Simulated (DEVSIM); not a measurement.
Structure: Schottky contact on n-type In0.53Ga0.47As, at 300 K.

```
layer (left to right)        material  thickness (μm)  Nd (cm⁻³)   τn (s)   τp (s)
---------------------  --------------  --------------  ---------  -------  -------
1                      In0.53Ga0.47As            14.0     8.9e16  6.8e-10  6.8e-10
```

Left contact: Schottky, work function 5.09 eV, emission velocity 1e7 cm/s. Right contact: ohmic. Voltage is applied to the left contact. Recombination: SRH at mid-gap, radiative. Mobility is constant in doping.

Constants are typed, rounded textbook-type inputs, not results; the design itself was drawn at random and stands for no fabricated device. Values at 300 K.

| parameter | In0.53Ga0.47As |
|---|---|
| gap (eV) | 0.74 |
| affinity (eV) | 4.51 |
| permittivity | 13.9 |
| Nc (cm⁻³) | 2.1e17 |
| Nv (cm⁻³) | 7.7e18 |
| μn (cm²/Vs) | 12000 |
| μp (cm²/Vs) | 300 |
| B (cm³/s) | 9.6e-11 |

Model (solved in DEVSIM): 1D drift-diffusion, Boltzmann statistics, complete ionisation; no tunnelling, impact ionisation, image-force lowering or self-heating. Metal contacts follow the ideal Schottky-Mott rule: no Fermi-level pinning, no interface dipoles.

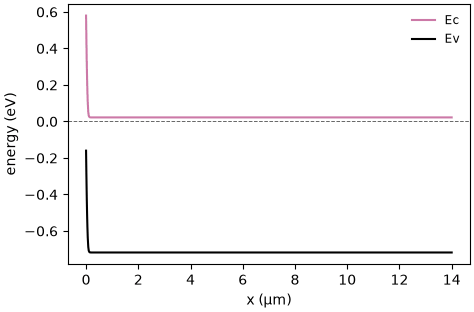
Band edges at zero bias

Energies count from the Fermi level of the right contact; mesh points crowd at the junctions.

```tsv
x (μm)	Ec (eV)	Ev (eV)	n (cm⁻³)	p (cm⁻³)	field (V/cm)
0.000	0.580	-0.160	3.8e7	1.6e16	-110000
0.01516	0.425	-0.315	1.5e10	3.9e13	-93000
0.03985	0.229	-0.511	2.9e13	2.0e10	-65000
0.08442	0.052	-0.688	2.8e16	2.2e7	-17000
0.1839	0.022	-0.718	8.9e16	6700000	-34
0.3148	0.022	-0.718	8.9e16	6700000	≈ 0
0.5281	0.022	-0.718	8.9e16	6700000	≈ 0
1.035	0.022	-0.718	8.9e16	6700000	≈ 0
1.772	0.022	-0.718	8.9e16	6700000	≈ 0
2.903	0.022	-0.718	8.9e16	6700000	≈ 0
4.745	0.022	-0.718	8.9e16	6700000	≈ 0
8.521	0.022	-0.718	8.9e16	6700000	≈ 0
10.65	0.022	-0.718	8.9e16	6700000	≈ 0
11.95	0.022	-0.718	8.9e16	6700000	≈ 0
12.99	0.022	-0.718	8.9e16	6700000	≈ 0
13.39	0.022	-0.718	8.9e16	6700000	≈ 0
13.63	0.022	-0.718	8.9e16	6700000	≈ 0
13.78	0.022	-0.718	8.9e16	6700000	≈ 0
13.90	0.022	-0.718	8.9e16	6700000	≈ 0
13.95	0.022	-0.718	8.9e16	6700000	≈ 0
13.98	0.022	-0.718	8.9e16	6700000	≈ 0
14.00	0.022	-0.718	8.9e16	6700000	≈ 0
```
